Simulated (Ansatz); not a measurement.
One stationary structure of ZnO. All values below come from r2SCAN (plane waves to 500 eV, PAW, scalar-relativistic; Ansatz, a quantum-chemistry and plane-wave program).

P6₃/mmc (No. 194), hP4; a = b = 3.4173 Å, c = 4.4748 Å, α = β = 90.00°, γ = 120.00°.

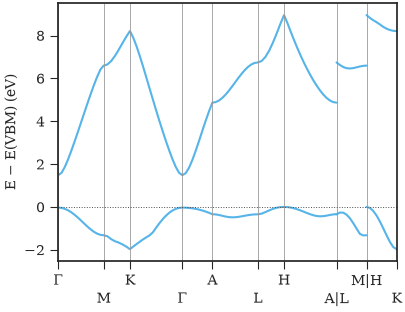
*Highest filled and lowest empty band along the path of this cell's Brillouin zone*

Task: Read off the gap and say whether it is direct.

Result: 1.48 eV, indirect (valence top at H, conduction bottom at Γ) (no spin-orbit coupling).

Task: How far does the top valence band disperse along this path?

Result: About 2.0 eV.

No spin polarisation in the result.

The run could not lose the symmetry of its start.

It was reached from a disturbed copy of a P6₃mc (No. 186) cell (wurtzite type), against which it lies +0.058 eV/atom.

The first start was generated by placing the elements on the sites of a structure type. Materials Project lists a structure of ZnO in the same space group, P6₃/mmc (No. 194); the sites were not compared with it, nor with measured phases. Known forms of ZnO include space group No. 186.
